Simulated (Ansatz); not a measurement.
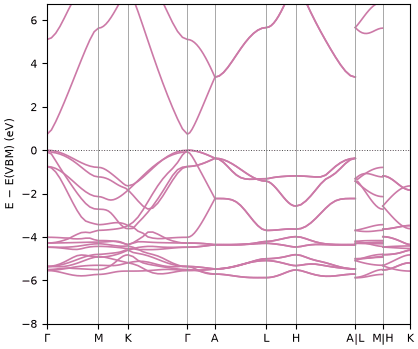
Figure. Band structure from PBE in the plane-wave PAW code Ansatz

### Question
Read off the gap and where the band edges lie.

### Answer
About 0.7 eV (0.74 eV by a search for the band edges); maximum at Γ, minimum at Γ.

The material is ZnO (wurtzite, P6_3mc).

The PBE relaxation kept the symmetry of its start.

Potentials: the earlier of the program's two PAW sets.
